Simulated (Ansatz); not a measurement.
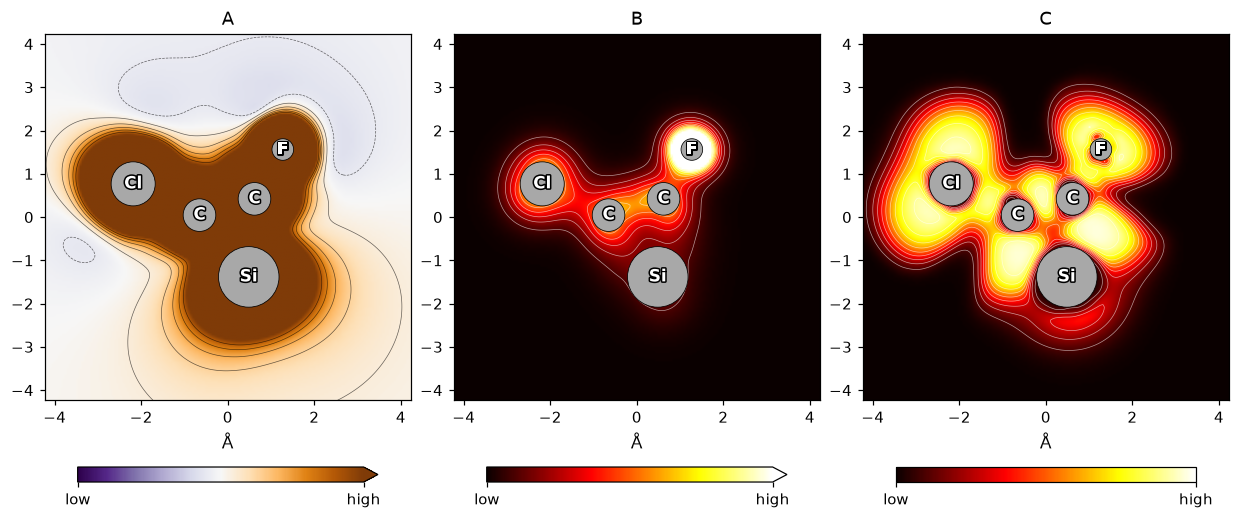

C2H2ClFSi (SMILES FC1=C(Cl)[SiH2]1): 3 fields on the plane of atoms C2, C3 and Cl4, with unlabelled colour scales. Grey discs cover the atomic cores.

Geometry: PBE0-D4/def2-TZVP.

All numbers below come from RKS PBE0-D4/def2-TZVPP (Ansatz 0.2.0).

Question: Which field does each panel show? The fields are: electron density, electron localisation function and electrostatic potential.

Answer: Panel A: electrostatic potential (strongly positive close to the atoms and fading to about zero outside). Panel B: electron density. Panel C: electron localisation function. From the grid: C–F (1.31 Å): ρ is about 2.5 e/Å³ halfway; the ELF peaks at about 0.85 between the atoms; a shared but strongly polarised pair. C–C (1.33 Å): ρ is about 2.3 e/Å³ halfway; the ELF peaks at about 0.90 between the atoms (a short, multiple covalent bond).
